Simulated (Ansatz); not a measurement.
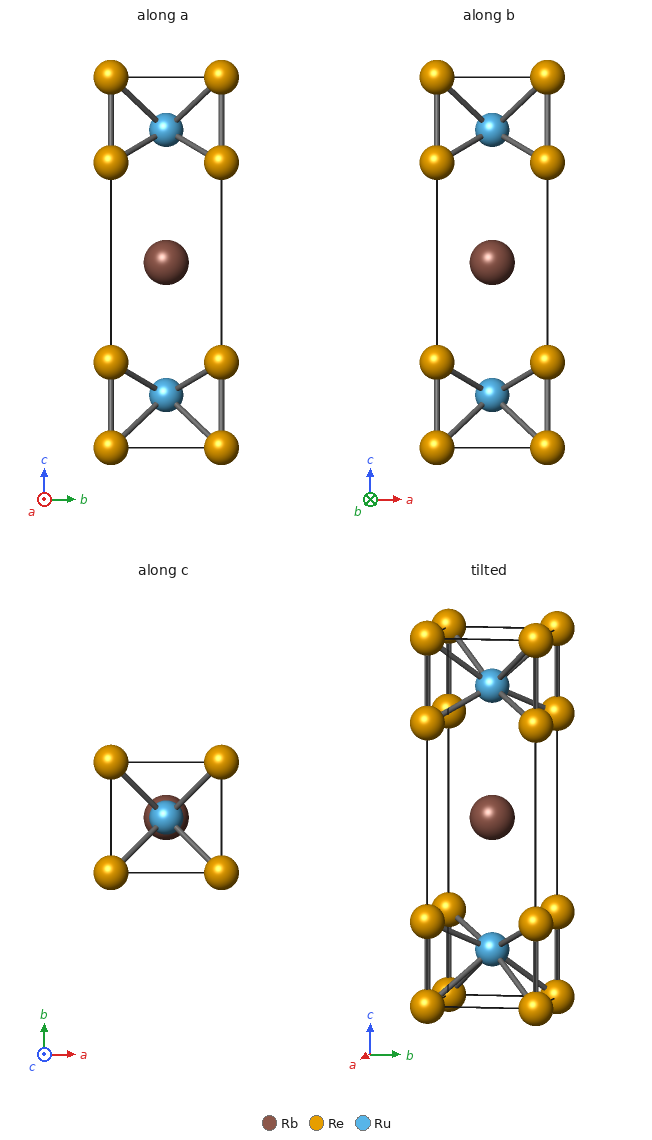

The figure gives a ball-and-stick picture of the atoms, viewed along the a axis, along the b axis, along the c axis and slightly off an axis. Thin lines show the conventional unit cell, with boundary atoms drawn in all their periodic places.

Lattice parameters: a = 3.2925 Å, b = 3.2925 Å, c = 11.0365 Å, α = 90.000°, β = 90.000°, γ = 90.000°.

Question: Convert the drawing into a CIF in P1 with every atom of the cell, with free fractional coordinates to two decimals.

Answer:
```cif
data_structure
_symmetry_space_group_name_H-M 'P 1'
_symmetry_Int_Tables_number 1
_cell_length_a 3.2925
_cell_length_b 3.2925
_cell_length_c 11.0365
_cell_angle_alpha 90.000
_cell_angle_beta 90.000
_cell_angle_gamma 90.000
_cell_volume 119.64
loop_
_atom_site_label
_atom_site_type_symbol
_atom_site_fract_x
_atom_site_fract_y
_atom_site_fract_z
_atom_site_occupancy
Rb1 Rb 0.50 0.50 0.50 1
Re1 Re 0.00 0.00 0.77 1
Re2 Re 0.00 0.00 0.00 1
Re3 Re 0.00 0.00 0.23 1
Ru1 Ru 0.50 0.50 0.86 1
Ru2 Ru 0.50 0.50 0.14 1
```

The structure was taken from a structure type filled with these elements by a generator (whether the compound takes this form wasn't checked). What is shown is the relaxed result from Ansatz, DFT PBE, scalar-relativistic, plane waves, PAW.
